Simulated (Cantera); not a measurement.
A closed system holds: 1 mol Al, 6.7 mol NH₃, 17 mol H₂, 1.9 mol HCl, at 0.00110 bar.

Equilibrium computed with Cantera from the NASA thermochemical tables; the gas is ideal and each condensed phase is pure. Candidate condensed phases: Al, AlCl₃, AlN, NH₄Cl; 20 gas species. The tables' values for AlCl₂ are old estimates; treat these amounts as uncertain. Kinetics and transport are ignored.

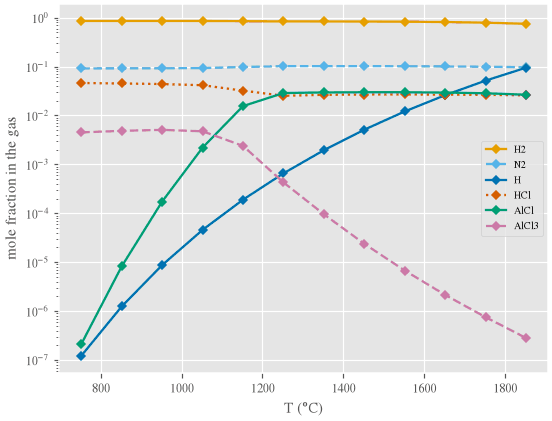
Fig. 1. Equilibrium gas composition (values under 1e-9 drawn at 1e-9)

From 752 °C to 1152 °C the condensed part is AlN(s). From 1252 °C to 1852 °C nothing is condensed. The main Al-bearing gas is AlCl₃ at 752 °C and AlCl at 1852 °C.
